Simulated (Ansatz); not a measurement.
# HF/STO-3G run of C5H10O2 (SMILES CC1OCCCO1)

Aim: the energy change on altering one bond length of C5H10O2 at HF/STO-3G, from 2 runs. 

Program for the calculation: Ansatz 0.2.0.

12 further runs of the same task are left out: 12 set aside as unsound or not needed.

## (1) The system as given

C5H10O2: 17 atoms, total charge 0, spin state singlet. SMILES: `CC1OCCCO1`. Geometry: relaxed at PBE0-D4/def2-TZVP. This is one conformer, not always the lowest.

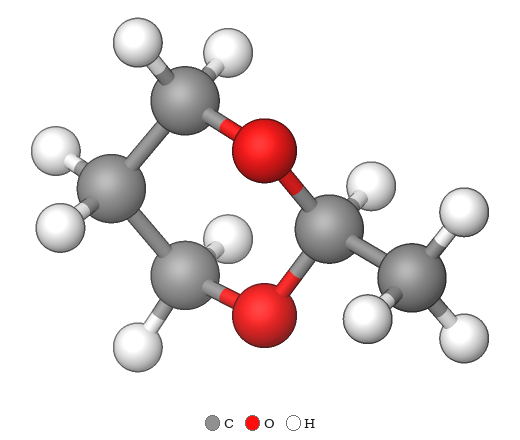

Viewed from a chosen angle; carbon grey, oxygen red, hydrogen white.

## (2) The energy at HF/STO-3G

in.yaml reads:

```yaml
crystal:
  periodic: [false, false, false]
  atoms:
    - {symbol: C, position_ang: [2.393160, 0.285520, -0.189430]}
    - {symbol: C, position_ang: [0.965190, -0.175370, -0.171370]}
    - {symbol: O, position_ang: [0.226550, 0.627920, -1.050360]}
    - {symbol: C, position_ang: [-1.131110, 0.240520, -1.090330]}
    - {symbol: C, position_ang: [-1.736880, 0.287950, 0.299350]}
    - {symbol: C, position_ang: [-0.856460, -0.519300, 1.234040]}
    - {symbol: O, position_ang: [0.485650, -0.088880, 1.142420]}
    - {symbol: H, position_ang: [2.992480, -0.332530, 0.479290]}
    - {symbol: H, position_ang: [2.442140, 1.323010, 0.143930]}
    - {symbol: H, position_ang: [2.793960, 0.216700, -1.200870]}
    - {symbol: H, position_ang: [0.873680, -1.228060, -0.504680]}
    - {symbol: H, position_ang: [-1.631230, 0.922860, -1.779220]}
    - {symbol: H, position_ang: [-1.211510, -0.778950, -1.501460]}
    - {symbol: H, position_ang: [-1.780660, 1.324810, 0.643470]}
    - {symbol: H, position_ang: [-2.754650, -0.113110, 0.288510]}
    - {symbol: H, position_ang: [-0.918450, -1.589730, 0.978820]}
    - {symbol: H, position_ang: [-1.151860, -0.403380, 2.277870]}
basis:
  gaussian:
    orbitals: STO-3G
hamiltonian:
  xc: hf
accuracy: high
output:
  orbitals: {seedname: orbitals}
```

Run with:

```
$ ansatz run in.yaml --threads 4 --pin off --max-ram 12180MiB --events-out events.jsonl --progress --plain --runs-dir runs
```

The program printed:

```text
Warning: RAYON_NUM_THREADS=4 ignored (pool sized by the plan → 4); use --threads N
Functional definition: HF
  name "HF"
  exchange = exact_x
  correlation = 0
1060 factors; integrals over basis functions are off by at most 2.2e-9 eV
mean field evaluation 1: about -9263.4004 eV, gradient 3.2e1 eV
mean field evaluation 2: about -9263.9465 eV, gradient 3.2e1 eV
mean field evaluation 4: about -9267.4792 eV, gradient 1.9e0 eV
mean field evaluation 8: about -9267.4934 eV, gradient 1.6e-4 eV
mean field -9267.49339438 eV, -340.5741005107 hartree, gradient 1.5e-8 eV, S^2 0.000000; 0 other end points of the search recorded, 0 dependent functions left out
reference -9267.49339438 eV, -340.5741005107 hartree; 28, 28 occupied and 17, 17 virtual orbitals, 1060 factors
Total energy: -9267.49339438 eV, -340.5741005107 hartree
```

Run time: 0.28 s. Hardware: 4 threads of Arm Neoverse V2, shared host.

## (3) The distorted shape at the same level

run.yaml reads:

```yaml
crystal:
  periodic: [false, false, false]
  atoms:
    - symbol: C
      position_ang: [2.540860, 0.227560, -0.711346]
    - symbol: C
      position_ang: [1.112890, -0.233330, -0.693286]
    - symbol: O
      position_ang: [0.374250, 0.569960, -1.572276]
    - symbol: C
      position_ang: [-0.983410, 0.182560, -1.612246]
    - symbol: C
      position_ang: [-1.589180, 0.229990, -0.222566]
    - symbol: C
      position_ang: [-0.708760, -0.577260, 0.712124]
    - symbol: O
      position_ang: [0.633350, -0.146840, 0.620504]
    - symbol: H
      position_ang: [3.140180, -0.390490, -0.042626]
    - symbol: H
      position_ang: [2.589840, 1.265050, -0.377986]
    - symbol: H
      position_ang: [2.941660, 0.158740, -1.722786]
    - symbol: H
      position_ang: [1.021380, -1.286020, -1.026596]
    - symbol: H
      position_ang: [-1.483530, 0.864900, -2.301136]
    - symbol: H
      position_ang: [-1.063810, -0.836910, -2.023376]
    - symbol: H
      position_ang: [-1.632960, 1.266850, 0.121554]
    - symbol: H
      position_ang: [-2.606950, -0.171070, -0.233406]
    - symbol: H
      position_ang: [-0.770750, -1.647690, 0.456904]
    - symbol: H
      position_ang: [-1.151860, -0.403380, 2.277870]
basis:
  gaussian:
    orbitals: STO-3G
total_charge: 0
hamiltonian:
  xc: hf
accuracy: high
output:
  orbitals: {seedname: orbitals}
```

Run with:

```
$ ansatz run run.yaml --threads 4 --pin off --max-ram 12180MiB --events-out events.jsonl --progress --plain --runs-dir runs
```

The program printed:

```text
Warning: RAYON_NUM_THREADS=4 ignored (pool sized by the plan → 4); use --threads N
[... 4 set-up lines as earlier in the session ...]
1061 factors; integrals over basis functions are off by at most 2.5e-9 eV
mean field evaluation 1: about -9259.6187 eV, gradient 3.4e1 eV
mean field evaluation 2: about -9260.1438 eV, gradient 3.4e1 eV
mean field evaluation 4: about -9264.2480 eV, gradient 2.2e0 eV
mean field evaluation 8: about -9264.2672 eV, gradient 5.2e-5 eV
mean field -9264.26717017 eV, -340.4555389579 hartree, gradient 2.9e-8 eV, S^2 0.000000; 0 other end points of the search recorded, 0 dependent functions left out
reference -9264.26717017 eV, -340.4555389579 hartree; 28, 28 occupied and 17, 17 virtual orbitals, 1061 factors
Total energy: -9264.26717017 eV, -340.4555389579 hartree
```

Wall time 0.28 s (4 threads of Arm Neoverse V2, shared host).

## (4) What came out

At HF/STO-3G:

| quantity | value |
| --- | --- |
| first shape: total energy | -340.57410 Eh |
| first shape: HOMO energy | -8.89 eV |
| first shape: LUMO energy | 14.60 eV |
| first shape: HOMO–LUMO gap | 23.49 eV |
| distorted shape: total energy | -340.45554 Eh |
| distorted shape: HOMO energy | -8.49 eV |
| distorted shape: LUMO energy | 8.57 eV |
| distorted shape: HOMO–LUMO gap | 17.06 eV |
| energy change with the C6–H17 bond stretched from 1.091 to 1.637 Å | 3.226 eV |

What this shows: With the C6–H17 bond stretched from 1.091 to 1.637 Å the energy rises by 3.23 eV (74 kcal/mol). The first shape isn't relaxed at this level, so the change isn't measured from a minimum. The minimal basis adds a large error of its own.
